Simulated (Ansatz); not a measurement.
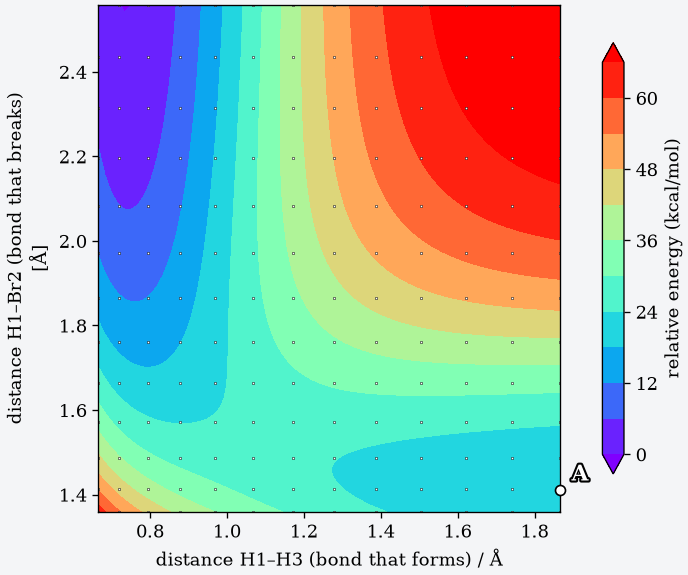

The reacting system BrH2 (fragments BrH + H where the first distance is long, H₂ + Br where the second is long), spin multiplicity 2. Coordinates scanned: (1) distance H1–H3 (bond that forms); (2) distance H1–Br2 (bond that breaks). Relaxed at each point: all other coordinates. The scan uses a 13 × 13 grid. Points are written as (first, second). Energies are in kcal/mol, from the lowest grid point. In part of the range the unrestricted reference is strongly spin-contaminated. These are results of Ansatz, UHF/def2-TZVP, not measurements.

The picture shows filled contours, dots at the grid points, one colour for all values above the top of the scale, the point A. Between grid points the surface is interpolated.

Find the lowest path from A to the other arm of the map, and its barrier.

Answer. The easiest path runs from the side where the first distance is long, (1.866 Å, 1.413 Å), to the side where the second distance is long, about (0.73 Å, 2.56 Å). Its highest point, at about (1.10 Å, 1.53 Å), lies about 7.2 kcal/mol above the start and 26 kcal/mol above the end on the interpolated surface. An end on the edge of the scan is no minimum, so the barrier from there is a lower bound.

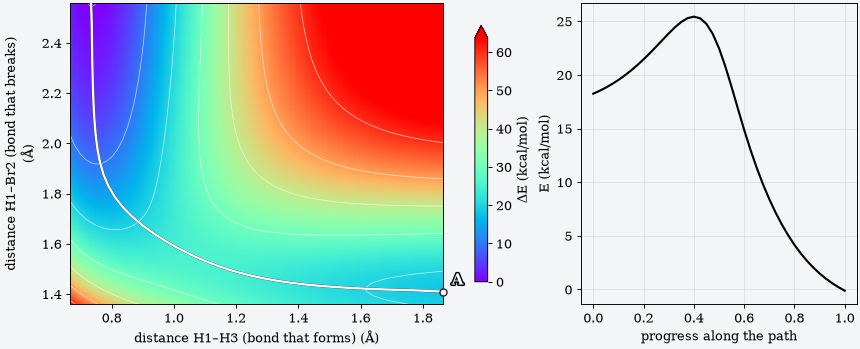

In the figure: a smooth colour map with a few white contour lines, a line along the lowest path, one colour for all values above the top of the scale, the energy along the path at the right. Between grid points the surface is interpolated.
